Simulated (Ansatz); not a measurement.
System: CH5BClNS (SMILES CSB(N)Cl).

```xyz
10

C    -1.3399    0.3923    1.2273
S     0.5059    0.3366    0.8051
B     0.5436   -0.2282   -0.9552
N     1.7578   -0.3913   -1.6220
Cl   -1.0044   -0.5913   -1.8798
H    -1.7736   -0.6008    1.1192
H    -1.3923    0.7213    2.2646
H    -1.8466    1.1022    0.5752
H     2.6493   -0.2121   -1.1814
H     1.8088   -0.6979   -2.5828
```

Computed with RKS B3LYP-D4/6-31G in Ansatz.

What will maps of the electron density and electron localisation function show?

B–N (1.39 Å): the density is about 1.9 e/Å³ at the midpoint; the ELF peaks at about 0.90 between the atoms, as expected for a shared but strongly polarised pair.
B–Cl (1.84 Å): the density is about 1 e/Å³ at the midpoint, with its minimum of 0.81 e/Å³ about 0.6 Å from B; the ELF peaks at about 0.85 between the atoms (a polar covalent bond).
B–S (1.85 Å): ρ at the midpoint is about 1 e/Å³; the ELF peaks at about 0.90 between the atoms (a covalent bond).
C–S (1.89 Å): the density is about 0.92 e/Å³ at the midpoint; the ELF peaks at about 0.85 between the atoms; localised, covalent bonding.

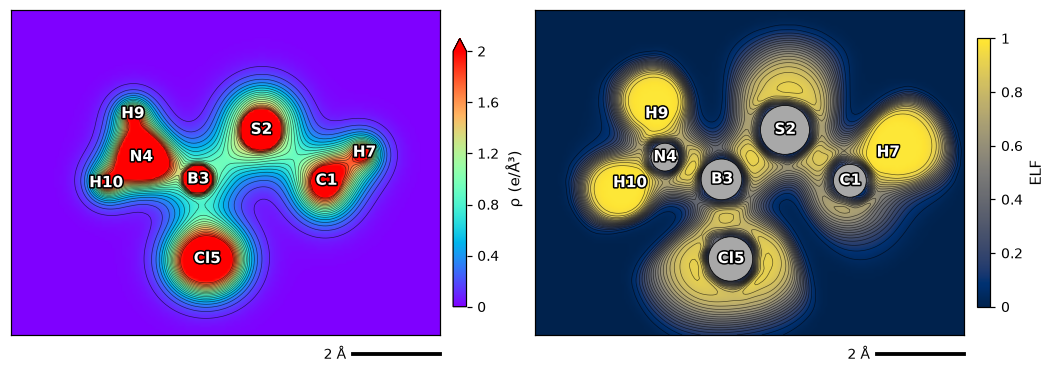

Computed electron density and electron localisation function on the plane of atoms S2, B3 and N4, in this order. Grey discs cover the atomic cores in the ELF map. 
